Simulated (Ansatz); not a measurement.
# Si₃BH₉: trial inputs and their diagnosis

Aim: try 3 inputs for Si₃BH₉ as typed, read how each ends, and find what has to change.

Program: Ansatz 0.2.0, Gaussian basis. Level of theory: the settings change from run to run. These are calculated values, not measurements.

### 1 The molecule

The structure was relaxed beforehand with PBE0-D4 in a triple-zeta def2 set.

SMILES `[SiH3]B([SiH3])[SiH3]`, 13 atoms, charge 0, spin multiplicity 1.

Atoms are counted from 1 here; the program's logs count them from 0.

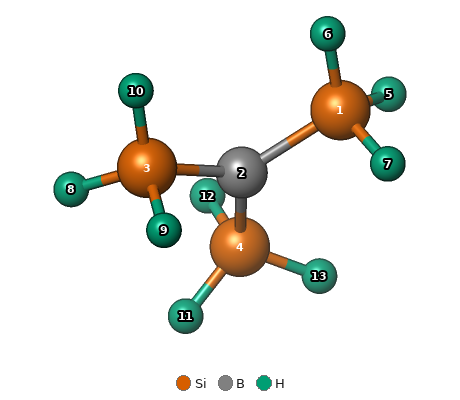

The geometry (silicon orange, boron grey, hydrogen teal); atoms are numbered from 1 in the order of the file.

Geometry (Å):

```mol
BH9Si3
  3D, bonds by distance, orders not assigned

 13 12  0  0  0  0  0  0  0  0999 V2000
   -0.8436    1.6445   -0.7881 Si  0  0
   -0.0307    0.0206    0.0481 B   0  0
    1.4001    0.1482    1.4391 Si  0  0
   -0.5874   -1.7860   -0.6027 Si  0  0
   -2.2087    1.4080   -1.3345 H   0  0
   -0.8811    2.8482    0.0865 H   0  0
    0.0636    1.9365   -1.9412 H   0  0
    1.4827   -1.0520    2.3170 H   0  0
    2.6624    0.2128    0.6387 H   0  0
    1.3343    1.3629    2.2967 H   0  0
    0.4536   -2.8408   -0.4596 H   0  0
   -1.7201   -2.1302    0.3133 H   0  0
   -1.1046   -1.8077   -1.9988 H   0  0
  1  2  8  0
  2  3  8  0
  2  4  8  0
  1  5  8  0
  1  6  8  0
  1  7  8  0
  3  8  8  0
  3  9  8  0
  3 10  8  0
  4 11  8  0
  4 12  8  0
  4 13  8  0
M  END
```

### 2 Try 1

File in.yaml:

```yaml
crystal:
  periodic: [false, false, false]
  atoms:
    - {symbol: Si, position_ang: [-0.843599, 1.644482, -0.788084]}
    - {symbol: B, position_ang: [-0.030663, 0.020567, 0.048133]}
    - {symbol: Si, position_ang: [1.400090, 0.148190, 1.439087]}
    - {symbol: Si, position_ang: [-0.587445, -1.785958, -0.602675]}
    - {symbol: H, position_ang: [-2.208742, 1.408037, -1.334501]}
    - {symbol: H, position_ang: [-0.881056, 2.848158, 0.086494]}
    - {symbol: H, position_ang: [0.063635, 1.936485, -1.941207]}
    - {symbol: H, position_ang: [1.482678, -1.051965, 2.317046]}
    - {symbol: H, position_ang: [2.662443, 0.212844, 0.638734]}
    - {symbol: H, position_ang: [1.334293, 1.362927, 2.296734]}
    - {symbol: H, position_ang: [0.453572, -2.840820, -0.459565]}
    - {symbol: H, position_ang: [-1.720072, -2.130195, 0.313253]}
    - {symbol: H, position_ang: [-1.104639, -1.807651, -1.998751]}
basis:
  gaussian: {orbitals: ANO-RCC-VTZP}
hamiltonian: {xc: {name: PBE0}, dispersion: rvv10}
output: {forces: true}
```

The run is started by

```
> ansatz run in.yaml --threads 4 --pin off --events-out ev --progress --plain --max-ram 10444MiB
```

The log of the run:

```text
Error: inconsistent input (hamiltonian.dispersion, hamiltonian.xc): `dispersion: rvv10` has no transferable b for PBE exchange — Sabatini et al. (2013) fitted b=6.3 to rPW86, and the PBE refits of Peng & Perdew (2017) are task-dependent (b=6.6 S22 / b=10.0 layered). Use `xc: {exchange: rpw86, correlation: pbe}` for the original rVV10 or `xc: r2scan` for the r²SCAN+rVV10 pairing
```

It took 0.05 s on 4 threads of Arm Neoverse V2, shared host.

What is wrong: The program refused the input. The dispersion term doesn't go with the functional. Cure: leave the dispersion key out, or pick one that has parameters for this functional.

### 3 Try 2

File in.yaml:

```yaml
crystal:
  periodic: [false, false, false]
  atoms:
    - {symbol: Si, position_ang: [-0.843599, 1.644482, -0.788084]}
    - {symbol: B, position_ang: [-0.030663, 0.020567, 0.048133]}
    - {symbol: Si, position_ang: [1.400090, 0.148190, 1.439087]}
    - {symbol: Si, position_ang: [-0.587445, -1.785958, -0.602675]}
    - {symbol: H, position_ang: [-2.208742, 1.408037, -1.334501]}
    - {symbol: Xx, position_ang: [-0.881056, 2.848158, 0.086494]}
    - {symbol: H, position_ang: [0.063635, 1.936485, -1.941207]}
    - {symbol: H, position_ang: [1.482678, -1.051965, 2.317046]}
    - {symbol: H, position_ang: [2.662443, 0.212844, 0.638734]}
    - {symbol: H, position_ang: [1.334293, 1.362927, 2.296734]}
    - {symbol: H, position_ang: [0.453572, -2.840820, -0.459565]}
    - {symbol: H, position_ang: [-1.720072, -2.130195, 0.313253]}
    - {symbol: H, position_ang: [-1.104639, -1.807651, -1.998751]}
basis:
  gaussian: {orbitals: aug-cc-pVDZ}
hamiltonian: {xc: {name: B2GP-PLYP}}
accuracy: high
```

The command is unchanged.

The log of the run:

```text
Error: YAML parse error: error: line 9 column 16: `Xx` is not an element symbol (H … Og, case-exact)
  --> <input>:9:16
   |
 7 |     - {symbol: Si, position_ang: [-0.587445, -1.785958, -0.602675]}
 8 |     - {symbol: H, position_ang: [-2.208742, 1.408037, -1.334501]}
 9 |     - {symbol: Xx, position_ang: [-0.881056, 2.848158, 0.086494]}
   |                ^ `Xx` is not an element symbol (H … Og, case-exact)
10 |     - {symbol: H, position_ang: [0.063635, 1.936485, -1.941207]}
11 |     - {symbol: H, position_ang: [1.482678, -1.051965, 2.317046]}
   |
```

Run time: 0.05 s. Hardware: 4 threads of Arm Neoverse V2, shared host.

Diagnosis: Refused before any calculation. An element symbol is wrong. To mend it, correct the symbol.

### 4 Try 3

File in.yaml:

```yaml
crystal:
  periodic: [true, true, true]
  atoms:
    - {symbol: Si, position_ang: [-0.843599, 1.644482, -0.788084]}
    - {symbol: B, position_ang: [-0.030663, 0.020567, 0.048133]}
    - {symbol: Si, position_ang: [1.400090, 0.148190, 1.439087]}
    - {symbol: Si, position_ang: [-0.587445, -1.785958, -0.602675]}
    - {symbol: H, position_ang: [-2.208742, 1.408037, -1.334501]}
    - {symbol: H, position_ang: [-0.881056, 2.848158, 0.086494]}
    - {symbol: H, position_ang: [0.063635, 1.936485, -1.941207]}
    - {symbol: H, position_ang: [1.482678, -1.051965, 2.317046]}
    - {symbol: H, position_ang: [2.662443, 0.212844, 0.638734]}
    - {symbol: H, position_ang: [1.334293, 1.362927, 2.296734]}
    - {symbol: H, position_ang: [0.453572, -2.840820, -0.459565]}
    - {symbol: H, position_ang: [-1.720072, -2.130195, 0.313253]}
    - {symbol: H, position_ang: [-1.104639, -1.807651, -1.998751]}
basis:
  gaussian: {orbitals: cc-pVTZ}
hamiltonian: {xc: {name: r2SCAN50}, dispersion: d3bjatm}
scf: {lower_state_search: light}
output: {forces: true}
```

The command is unchanged.

The log of the run:

```text
Error: YAML parse error: error: line 2 column 3: crystal: missing field `lattice` (a structure is typed as `lattice` and `atoms`, a molecule's as `atoms` in Å alone, or read from a run's directory, `checkpoint`)
 --> <input>:2:3
  |
1 | crystal:
2 |   periodic: [true, true, true]
  |   ^ crystal: missing field `lattice` (a structure is typed as `lattice` and `atoms`, a molecule's as `atoms` in Å alone, or read from a run's directory, `checkpoint`)
3 |   atoms:
4 |     - {symbol: Si, position_ang: [-0.843599, 1.644482, -0.788084]}
  |
```

It took 0.05 s on 4 threads of Arm Neoverse V2, shared host.

Diagnosis: Refused before any calculation. The molecule is marked periodic without a cell. To mend it, set periodic to false, or give a lattice.

### 5 Summary

```csv
try,level,ended,cause,time
1,PBE0/ANO-RCC-VTZP,refused,the dispersion term doesn't go with the functional,0.05 s
2,B2GP-PLYP/aug-cc-pVDZ,refused,an element symbol is wrong,0.05 s
3,r2SCAN50/cc-pVTZ,refused,the molecule is marked periodic without a cell,0.05 s
```

3 refused. A refusal costs next to no computing time.
